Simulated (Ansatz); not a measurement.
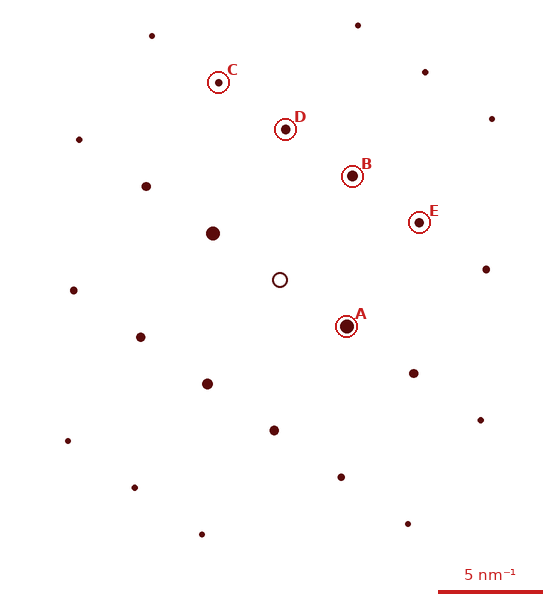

Simulated selected-area electron diffraction pattern (200 kV, kinematic approximation, thin crystal, B = 1 Å² for all atoms). The zone axis points towards the electron source and the pattern is seen from the source side.

The sample is Sc, space group P6_3/mmc (No. 194), a = 3.274 Å, c = 5.085 Å (hexagonal axes). Structure: coordinates from a relaxation with DFT PBEsol, scalar-relativistic, plane waves, PAW (Ansatz 0.2.0).

```
atom  site  symmetry       x       y       z
  Sc    2d      -6m2  0.3333  0.6667  0.7500
```

Spot A is indexed 0 0 -2 and spot B -1 2 0.

What are the indices of the remaining marked spots?

Answer. C = −2A + B = -1 2 4 (d = 1.004 Å). D = −A + B = -1 2 2 (d = 1.376 Å). E = A + B = -1 2 -2 (d = 1.376 Å).

Give [uvw].

Answer. The cross product of A and B is parallel to [210]; every spot obeys hu + kv + lw = 0.
